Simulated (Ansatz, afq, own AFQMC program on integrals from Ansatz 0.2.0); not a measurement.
**SiNH5 (singlet): AFQMC on the coupled-cluster ladder at distance Si1–N2 = 1.562 Å, 6-31G**

Aim: compute SiNH5 (singlet) with auxiliary-field quantum Monte Carlo on the same integrals as coupled cluster, and set the energies side by side.

Program: Ansatz 0.2.0, Gaussian basis, and an in-house AFQMC program (afq) on its integrals; all values are calculated. Level of theory: 6-31G, frozen cores. These are calculated values, not measurements.

To be run: PBE (unrestricted); r2SCAN (unrestricted); PBE0 (unrestricted); B3LYP (unrestricted); wB97M-V (unrestricted); B2PLYP (unrestricted); CCSD(T) on RHF; CCSDT(Q) on RHF; Phaseless AFQMC, CISD trial on RHF; Phaseless AFQMC, single-determinant trial on RHF; Free-projection AFQMC, CISD trial on RHF; UHF.

2 further runs of the same task are left out: 2 that didn't finish.

### Step 1. The system

The geometry derives from a PBE0/def2-TZVP stationary point (not a proven minimum). One bond is set to the value named and the two fragments are kept rigid.

7 atoms, charge 0, spin multiplicity 1.

Atoms are counted from 1 here; the program's logs count them from 0.

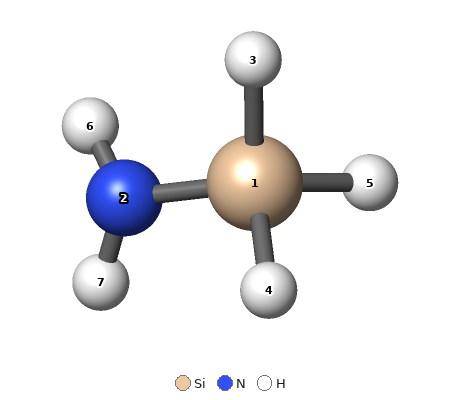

The geometry (silicon light orange, nitrogen blue, hydrogen white); atoms are numbered from 1 in the order of the file.

### Step 2. PBE (unrestricted)

Contents of in.yaml:

```yaml
crystal:
  periodic: [false, false, false]
  atoms:
    - {symbol: Si, position_ang: [-0.009307, 0.000000, 0.518809]}
    - {symbol: N, position_ang: [0.049888, 0.000000, -1.042069]}
    - {symbol: H, position_ang: [0.686313, -1.220684, 1.002029]}
    - {symbol: H, position_ang: [0.686311, 1.220686, 1.002029]}
    - {symbol: H, position_ang: [-1.376489, -0.000001, 1.121450]}
    - {symbol: H, position_ang: [-0.215032, -0.828320, -1.550372]}
    - {symbol: H, position_ang: [-0.215034, 0.828319, -1.550372]}
basis:
  gaussian: {orbitals: 6-31G}
magnetization: {spin_polarized: true, initial_magnetization: 0}
hamiltonian: {xc: {name: PBE}}
output: {orbitals: {seedname: orbitals}}
```

The run is started by

```bash
$ ansatz run in.yaml --threads 1 --pin off --events-out ev --progress --plain --max-ram 1382MiB
```

Log:

```text
Functional definition: PBE
  name "PBE"
  cite "Perdew, Burke & Ernzerhof, Phys. Rev. Lett. 77, 3865 (1996) doi:10.1103/PhysRevLett.77.3865"
  parent pbe
  parameter kappa = 0.804
  parameter beta = 0.06672455060314922
  exchange = pbe_x(kappa = kappa, mu = beta*pi^2/3)
  correlation = pbe_c(beta = beta)
432 factors; integrals over basis functions are off by at most 2.2e-4 eV
mean field evaluation 1: about -9432.5269 eV, gradient 4.4e1 eV
mean field evaluation 2: about -9409.4505 eV, gradient 7.7e1 eV
mean field evaluation 4: about -9440.2305 eV, gradient 1.2e0 eV
mean field evaluation 8: about -9440.2340 eV, gradient 5.9e-3 eV
mean field -9440.23402147 eV, -346.9222014685 hartree, gradient 7.8e-6 eV, S^2 0.000000; 0 other end points of the search recorded, 0 dependent functions left out
reference -9440.23405035 eV, -346.9222025299 hartree; 13, 13 occupied and 19, 19 virtual orbitals, 432 factors
Total energy: -9440.23405035 eV, -346.9222025299 hartree
```

It took 1.1 s on 1 thread of Arm Neoverse V1, shared host.

From the report: ⟨S²⟩ of the determinant 0.000 (pure singlet: 0.00).

### Step 3. r2SCAN (unrestricted)

Edit in.yaml of step 2 so:

```diff
@@ -13,3 +13,2 @@
 magnetization: {spin_polarized: true, initial_magnetization: 0}
-hamiltonian: {xc: {name: PBE}}
-output: {orbitals: {seedname: orbitals}}
+hamiltonian: {xc: {name: r2SCAN}}
```

Same command.

Log:

```text
Functional definition: r2SCAN
  name "r2SCAN"
  cite "Furness, Kaplan, Ning, Perdew & Sun, J. Phys. Chem. Lett. 11, 8208 (2020) doi:10.1021/acs.jpclett.0c02405"
  cite "Furness, Kaplan, Ning, Perdew & Sun, J. Phys. Chem. Lett. 11, 9248 (2020) doi:10.1021/acs.jpclett.0c03077"
  parent r2scan
  parameter k0 = 0.174
  parameter k1 = 0.065
  parameter a1 = 4.9479
  exchange = r2scan_x(k0 = k0, k1 = k1, a1 = a1)
  correlation = r2scan_c
432 factors; integrals over basis functions are off by at most 2.2e-4 eV
mean field evaluation 1: about -9438.4886 eV, gradient 4.0e1 eV
mean field evaluation 2: about -9426.4235 eV, gradient 6.2e1 eV
mean field evaluation 4: about -9444.7859 eV, gradient 5.5e-1 eV
mean field evaluation 8: about -9444.7801 eV, gradient 2.1e-3 eV
mean field -9444.78005451 eV, -347.0892651013 hartree, gradient 4.3e-5 eV, S^2 0.000000; 0 other end points of the search recorded, 0 dependent functions left out
reference -9444.78006341 eV, -347.0892654283 hartree; 13, 13 occupied and 19, 19 virtual orbitals, 432 factors
Total energy: -9444.78006341 eV, -347.0892654283 hartree
```

Wall time 2.1 s (1 thread of Arm Neoverse V1, shared host).

From the report: ⟨S²⟩ of the determinant 0.000 (pure singlet: 0.00).

### Step 4. PBE0 (unrestricted)

Edit in.yaml of step 3 so:

```diff
@@ -13,2 +13,3 @@
 magnetization: {spin_polarized: true, initial_magnetization: 0}
-hamiltonian: {xc: {name: r2SCAN}}
+hamiltonian: {xc: {name: PBE0}}
+output: {orbitals: {seedname: orbitals}}
```

Launched as before.

Log:

```text
Functional definition: PBE0
  name "PBE0"
  cite "Adamo & Barone, J. Chem. Phys. 110, 6158 (1999) doi:10.1063/1.478522"
  cite "Perdew, Burke & Ernzerhof, Phys. Rev. Lett. 77, 3865 (1996) doi:10.1103/PhysRevLett.77.3865"
  parent pbe
  parameter a = 0.25
  parameter kappa = 0.804
  parameter beta = 0.06672455060314922
  exchange = (1 - a)*pbe_x(kappa = kappa, mu = beta*pi^2/3) + a*exact_x
  correlation = pbe_c(beta = beta)
432 factors; integrals over basis functions are off by at most 2.2e-4 eV
mean field evaluation 1: about -9436.2003 eV, gradient 3.5e1 eV
mean field evaluation 2: about -9431.3421 eV, gradient 4.7e1 eV
mean field evaluation 4: about -9441.1072 eV, gradient 1.8e-1 eV
mean field evaluation 8: about -9441.2281 eV, gradient 1.3e-2 eV
mean field evaluation 16: about -9441.2281 eV, gradient 3.5e-6 eV
mean field -9441.22812875 eV, -346.9587342374 hartree, gradient 3.5e-6 eV, S^2 0.000000; 0 other end points of the search recorded, 0 dependent functions left out
reference -9441.22814990 eV, -346.9587350146 hartree; 13, 13 occupied and 19, 19 virtual orbitals, 432 factors
Total energy: -9441.22814990 eV, -346.9587350146 hartree
```

It took 1.3 s on 1 thread of Arm Neoverse V1, shared host.

From the report: ⟨S²⟩ of the determinant 0.000 (pure singlet: 0.00).

### Step 5. B3LYP (unrestricted)

Edit in.yaml of step 4 so:

```diff
@@ -13,3 +13,2 @@
 magnetization: {spin_polarized: true, initial_magnetization: 0}
-hamiltonian: {xc: {name: PBE0}}
-output: {orbitals: {seedname: orbitals}}
+hamiltonian: {xc: {name: B3LYP}}
```

The command is unchanged.

Log:

```text
Functional definition: B3LYP
  name "B3LYP"
  cite "Stephens, Devlin, Chabalowski & Frisch, J. Phys. Chem. 98, 11623 (1994) doi:10.1021/j100096a001"
  cite "Becke, Phys. Rev. A 38, 3098 (1988) doi:10.1103/PhysRevA.38.3098"
  cite "Lee, Yang & Parr, Phys. Rev. B 37, 785 (1988) doi:10.1103/PhysRevB.37.785"
  cite "Vosko, Wilk & Nusair, Can. J. Phys. 58, 1200 (1980) doi:10.1139/p80-159"
  parameter a0 = 0.2
  parameter ax = 0.72
  parameter ac = 0.81
  exchange = (1 - a0 - ax)*slater_x + ax*b88_x + a0*exact_x
  correlation = (1 - ac)*vwn_rpa_c + ac*lyp_c
432 factors; integrals over basis functions are off by at most 2.2e-4 eV
mean field evaluation 1: about -9441.0756 eV, gradient 3.9e1 eV
mean field evaluation 2: about -9432.7580 eV, gradient 5.6e1 eV
mean field evaluation 4: about -9447.0423 eV, gradient 2.9e-1 eV
mean field evaluation 8: about -9447.1399 eV, gradient 1.6e-2 eV
mean field evaluation 16: about -9447.1399 eV, gradient 3.5e-6 eV
mean field -9447.13987463 eV, -347.1759868913 hartree, gradient 3.5e-6 eV, S^2 0.000000; 0 other end points of the search recorded, 0 dependent functions left out
reference -9447.14007007 eV, -347.1759940737 hartree; 13, 13 occupied and 19, 19 virtual orbitals, 432 factors
Total energy: -9447.14007007 eV, -347.1759940737 hartree
```

Run time: 1.3 s. Hardware: 1 thread of Arm Neoverse V1, shared host.

From the report: ⟨S²⟩ of the determinant 0.000 (pure singlet: 0.00).

### Step 6. wB97M-V (unrestricted)

Edit in.yaml of step 5 so:

```diff
@@ -13,2 +13,3 @@
 magnetization: {spin_polarized: true, initial_magnetization: 0}
-hamiltonian: {xc: {name: B3LYP}}
+hamiltonian: {xc: {name: wB97M-V}}
+output: {orbitals: {seedname: orbitals}}
```

Same command.

Log:

```text
Functional definition: wB97M-V
  name "wB97M-V"
  cite "Mardirossian & Head-Gordon, J. Chem. Phys. 144, 214110 (2016) doi:10.1063/1.4952647"
  cite "Becke, J. Chem. Phys. 107, 8554 (1997) doi:10.1063/1.475007"
  cite "Vydrov & Van Voorhis, J. Chem. Phys. 133, 244103 (2010) doi:10.1063/1.3521275"
  # Of w^i u^j: cxij and so on, Table III.
  parameter omega = 0.3/bohr
  parameter cx = 0.15
  parameter cx01 = 1.007
  parameter cx10 = 0.259
  parameter css00 = 0.443
  parameter css04 = -1.437
  parameter css10 = -4.535
  parameter css20 = -3.390
  parameter css43 = 4.278
  parameter cos00 = 1.000
  parameter cos10 = 1.358
  parameter cos20 = 2.924
  parameter cos21 = -8.812
  parameter cos60 = -1.390
  parameter cos61 = 9.142
  parameter b = 6.0
  parameter c = 0.01
  gx(w, u) = 1 - cx + cx01*u + cx10*w
  gss(w, u) = css00 + css04*u^4 + css10*w + css20*w^2 + css43*w^4*u^3
  gos(w, u) = cos00 + cos10*w + (cos20 + cos21*u)*w^2 + (cos60 + cos61*u)*w^6
  exchange = spin_sum(e_x_unif_sr(omega)*gx(b97_w, b97_u_x)) + cx*exact_x_sr(omega) + exact_x_lr(omega)
  correlation = spin_sum(e_c_pw_mod_same_spin*gss(b97_w, b97_u_same))
      + integral(e_c_pw_mod_opposite_spin*gos(b97_w_opposite, b97_u_opposite)) + vv10(b, c)
432 factors; integrals over basis functions are off by at most 2.2e-4 eV
168 factors; integrals over basis functions are off by at most 4.0e-6 eV
mean field evaluation 1: about -9441.4633 eV, gradient 2.9e1 eV
mean field evaluation 2: about -9441.8675 eV, gradient 2.7e1 eV
mean field evaluation 4: about -9444.8050 eV, gradient 1.2e-1 eV
mean field evaluation 8: about -9444.8729 eV, gradient 6.2e-3 eV
mean field -9444.87286033 eV, -347.0926756523 hartree, gradient 6.1e-5 eV, S^2 0.000000; 0 other end points of the search recorded, 0 dependent functions left out
reference -9444.87289400 eV, -347.0926768898 hartree; 13, 13 occupied and 19, 19 virtual orbitals, 432 factors
Total energy: -9444.87289400 eV, -347.0926768898 hartree
```

Run time: 6.5 s. Hardware: 1 thread of Arm Neoverse V1, shared host.

From the report: ⟨S²⟩ of the determinant 0.000 (pure singlet: 0.00).

### Step 7. B2PLYP (unrestricted)

Edit in.yaml of step 6 so:

```diff
@@ -13,3 +13,3 @@
 magnetization: {spin_polarized: true, initial_magnetization: 0}
-hamiltonian: {xc: {name: wB97M-V}}
-output: {orbitals: {seedname: orbitals}}
+hamiltonian: {xc: {name: B2PLYP}}
+correlation: {electrons: outside_noble_gas}
```

The command is unchanged.

Log:

```text
Functional definition: B2PLYP
  name "B2PLYP"
  cite "Grimme, J. Chem. Phys. 124, 034108 (2006) doi:10.1063/1.2148954"
  cite "Becke, Phys. Rev. A 38, 3098 (1988) doi:10.1103/PhysRevA.38.3098"
  cite "Lee, Yang & Parr, Phys. Rev. B 37, 785 (1988) doi:10.1103/PhysRevB.37.785"
  parameter a = 0.53
  parameter c = 0.27
  exchange = (1 - a)*b88_x + a*exact_x
  correlation = (1 - c)*lyp_c + c*(mp2_os + mp2_ss)
432 factors; integrals over basis functions are off by at most 2.2e-4 eV
mean field evaluation 1: about -9435.1965 eV, gradient 2.9e1 eV
mean field evaluation 2: about -9435.1948 eV, gradient 2.9e1 eV
mean field evaluation 4: about -9438.4992 eV, gradient 9.9e-1 eV
mean field evaluation 8: about -9438.5036 eV, gradient 4.2e-3 eV
mean field -9438.50356429 eV, -346.8586083403 hartree, gradient 9.5e-6 eV, S^2 0.000000; 0 other end points of the search recorded, 0 dependent functions left out
6 core orbitals not correlated: weight in the atoms' cores, before any rotation towards them, 1.000 or more for the frozen orbitals, at most 0.000 for the correlated occupied ones
reference -9438.50368757 eV, -346.8586128706 hartree; 7, 7 occupied and 19, 19 virtual orbitals, 432 factors
second order -5.60155632 eV of doubles, -0.00000000 eV of singles
Total energy: -9440.01610778 eV, -346.9141932880 hartree
```

Run time: 1.2 s. Hardware: 1 thread of Arm Neoverse V1, shared host.

From the report: ⟨S²⟩ of the determinant 0.000 (pure singlet: 0.00).

### Step 8. CCSD(T) on RHF

Edit in.yaml of step 7 so:

```diff
@@ -12,4 +12,3 @@
   gaussian: {orbitals: 6-31G}
-magnetization: {spin_polarized: true, initial_magnetization: 0}
-hamiltonian: {xc: {name: B2PLYP}}
-correlation: {electrons: outside_noble_gas}
+magnetization: {spin_polarized: false}
+correlation: {method: ccsd_t, electrons: outside_noble_gas, hamiltonian_folder: ham}
```

Launched as before.

Log:

```text
Functional definition: HF
  name "HF"
  cite "Fock, Z. Phys. 61, 126 (1930) doi:10.1007/BF01340294"
  parent pbe
  exchange = exact_x
  correlation = 0
432 factors; integrals over basis functions are off by at most 2.2e-4 eV
mean field evaluation 1: about -9418.2929 eV, gradient 2.8e1 eV
mean field evaluation 2: about -9418.2964 eV, gradient 2.8e1 eV
mean field evaluation 4: about -9419.9856 eV, gradient 1.7e0 eV
mean field evaluation 8: about -9419.9952 eV, gradient 2.6e-4 eV
mean field evaluation 16: about -9419.9951 eV, gradient 1.5e-1 eV
mean field -9419.99524073 eV, -346.1784399947 hartree, gradient 2.7e-6 eV, S^2 0.000000; 0 other end points of the search recorded, 0 dependent functions left out
6 core orbitals not correlated: weight in the atoms' cores, before any rotation towards them, 1.000 or more for the frozen orbitals, at most 0.000 for the correlated occupied ones
reference -9419.99524073 eV, -346.1784399947 hartree; 7, 7 occupied and 19, 19 virtual orbitals, 432 factors
second order -4.49080659 eV of doubles, -0.00000000 eV of singles
cycle   1  -4.91238712 eV  change   -4.2e-1 eV  update   6.0e-2
cycle   2  -5.14725888 eV  change   -2.3e-1 eV  update   2.1e-2
cycle   3  -5.17754420 eV  change   -3.0e-2 eV  update   5.9e-3
cycle   4  -5.17659571 eV  change    9.5e-4 eV  update   1.4e-3
cycle   5  -5.17672382 eV  change   -1.3e-4 eV  update   3.7e-4
cycle   6  -5.17669947 eV  change    2.4e-5 eV  update   1.0e-4
cycle   7  -5.17667928 eV  change    2.0e-5 eV  update   2.5e-5
cycle   8  -5.17668191 eV  change   -2.6e-6 eV  update   8.7e-6
perturbative correction -0.07504748 eV, -0.0027579441 hartree
Total energy: -9425.24697012 eV, -346.3714374900 hartree
```

Wall time 0.36 s (1 thread of Arm Neoverse V1, shared host).

From the report: correlation -5.2517 eV; T1 0.009; largest double amplitude 0.03.

This run also writes the integrals to the folder ham.

### Step 9. CCSDT(Q) on RHF

Edit in.yaml of step 8 so:

```diff
@@ -13,2 +13,2 @@
 magnetization: {spin_polarized: false}
-correlation: {method: ccsd_t, electrons: outside_noble_gas, hamiltonian_folder: ham}
+correlation: {method: ccsdt_q, electrons: outside_noble_gas}
```

Same command.

Log:

```text
Functional definition: HF
  name "HF"
  cite "Fock, Z. Phys. 61, 126 (1930) doi:10.1007/BF01340294"
  parent pbe
  exchange = exact_x
  correlation = 0
758 factors; integrals over basis functions are off by at most 1.6e-7 eV
mean field evaluation 1: about -9418.2928 eV, gradient 2.8e1 eV
mean field evaluation 2: about -9418.2967 eV, gradient 2.8e1 eV
mean field evaluation 4: about -9419.9857 eV, gradient 1.7e0 eV
mean field evaluation 8: about -9419.9955 eV, gradient 2.6e-4 eV
mean field evaluation 16: about -9419.9953 eV, gradient 1.6e-1 eV
mean field -9419.99549215 eV, -346.1784492341 hartree, gradient 2.7e-6 eV, S^2 0.000000; 0 other end points of the search recorded, 0 dependent functions left out
6 core orbitals not correlated: weight in the atoms' cores, before any rotation towards them, 1.000 or more for the frozen orbitals, at most 0.000 for the correlated occupied ones
reference -9419.99549215 eV, -346.1784492341 hartree; 7, 7 occupied and 19, 19 virtual orbitals, 758 factors
second order -4.49086685 eV of doubles, -0.00000000 eV of singles
cycle   1  -4.91241339 eV  change   -4.2e-1 eV  update   6.4e-2
cycle   2  -5.19730381 eV  change   -2.8e-1 eV  update   2.5e-2
cycle   3  -5.26376613 eV  change   -6.6e-2 eV  update   1.1e-2
cycle   4  -5.26185773 eV  change    1.9e-3 eV  update   2.5e-3
cycle   5  -5.26224478 eV  change   -3.9e-4 eV  update   9.2e-4
cycle   6  -5.26224072 eV  change    4.1e-6 eV  update   2.6e-4
cycle   7  -5.26210357 eV  change    1.4e-4 eV  update   9.7e-5
cycle   8  -5.26209729 eV  change    6.3e-6 eV  update   3.2e-5
cycle   9  -5.26210988 eV  change   -1.3e-5 eV  update   1.2e-5
cycle  10  -5.26210954 eV  change    3.3e-7 eV  update   3.9e-6
cycle  11  -5.26210865 eV  change    8.9e-7 eV  update   1.5e-6
perturbative correction -0.01038441 eV, -0.0003816199 hartree
Total energy: -9425.26798520 eV, -346.3722097801 hartree
```

Run time: 2.4 s. Hardware: 1 thread of Arm Neoverse V1, shared host.

From the report: correlation -5.2725 eV; T1 0.009; largest double amplitude 0.03.

### Step 10. Phaseless AFQMC, CISD trial on RHF

It reads the integrals that the CCSD(T) run on this determinant wrote.

The run is started by

```bash
$ afq ham --method phaseless --trial cisd --walkers 140 --populations 1 --least-time 40 --time-step 0.005 --steps-per-block 50 --equilibration-blocks 28 --max-blocks 300 --target-error 0.00045 --factor-cut 1e-05 --seed 1502 --release-times 0.24,0.51,0.99,1.62,2.4 --release-step 0.03 --release-every 4 --taylor-order 6
```

Log:

```text
orbitals 26  electrons 7 7  factors 197 of 432
reference energy -346.17843999 Eh
CCSD correlation -0.19023942 Eh in 8 cycles, weight of the determinant in the CISD state 0.9139
energy of the start -346.368679 Eh
 block  time / (1/Eh)  mean weight  energy / Eh
     1     0.250  1.0007  -346.365685
     2     0.500  0.9990  -346.367689
     3     0.750  1.0006  -346.367510
     4     1.000  0.9991  -346.369658
     5     1.250  0.9998  -346.373082
     6     1.500  0.9982  -346.371632
     7     1.750  1.0000  -346.368451
     8     2.000  1.0003  -346.370436
     9     2.250  0.9981  -346.370142
    10     2.500  1.0008  -346.371354
    13     3.250  0.9995  -346.371632
    17     4.250  1.0010  -346.372123
    21     5.250  1.0013  -346.373065
    25     6.250  0.9988  -346.369475
    29     7.250  1.0012  -346.371241
    33     8.250  0.9997  -346.371749
    37     9.250  0.9999  -346.372653
    41    10.250  1.0001  -346.375350
    45    11.250  0.9994  -346.372249
    49    12.250  1.0005  -346.370121
    53    13.250  0.9988  -346.371446
    57    14.250  1.0006  -346.369593
    61    15.250  0.9996  -346.369016
    65    16.250  1.0002  -346.370018
    69    17.250  0.9994  -346.371286
    73    18.250  0.9999  -346.375273
    77    19.250  1.0000  -346.371088
    81    20.250  0.9991  -346.373793
    85    21.250  1.0004  -346.370866
    89    22.250  1.0010  -346.373358
    93    23.250  0.9981  -346.370900
    97    24.250  1.0002  -346.373730
   101    25.250  1.0002  -346.369152
   105    26.250  0.9998  -346.372957
   109    27.250  0.9999  -346.371884
   113    28.250  0.9999  -346.370497
   117    29.250  0.9990  -346.372516
   121    30.250  0.9987  -346.371454
   125    31.250  0.9996  -346.373686
   129    32.250  1.0008  -346.377133
   133    33.250  1.0001  -346.378513
   137    34.250  1.0008  -346.371780
   141    35.250  1.0005  -346.368202
   145    36.250  0.9988  -346.372108
   149    37.250  1.0007  -346.377022
   153    38.250  1.0007  -346.371065
   157    39.250  1.0011  -346.370185
   161    40.250  1.0008  -346.371713
   165    41.250  1.0012  -346.372905
   169    42.250  0.9989  -346.368405
   173    43.250  0.9988  -346.371487
   177    44.250  0.9999  -346.369795
   181    45.250  1.0018  -346.369820
   185    46.250  0.9996  -346.375013
blocks merged  error / Eh  count
     1  0.000208  160
     2  0.000244  80
     4  0.000294  40
     8  0.000318  20
    16  0.000196  10
released: time / (1/Eh)  energy / Eh  error  mean overlap
  0.24  -346.371946  0.000219  1.0031
  0.51  -346.372042  0.000179  1.0037
  0.99  -346.372327  0.000240  0.9978
  1.62  -346.372176  0.000191  1.0033
  2.40  -346.372049  0.000226  1.0108
energy -346.372338 +/- 0.000318 Eh
```

It took 2.8 min on 1 thread of Arm Neoverse V1, shared host.

Energy -9425.2715 ± 0.0086 eV. Caveats: constraint bias not in the error.

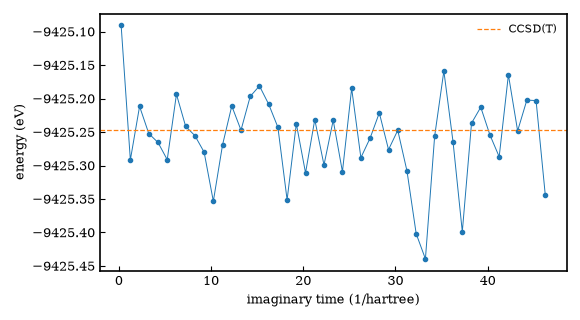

Block energies along the walk.

[end of part 1 of 2]
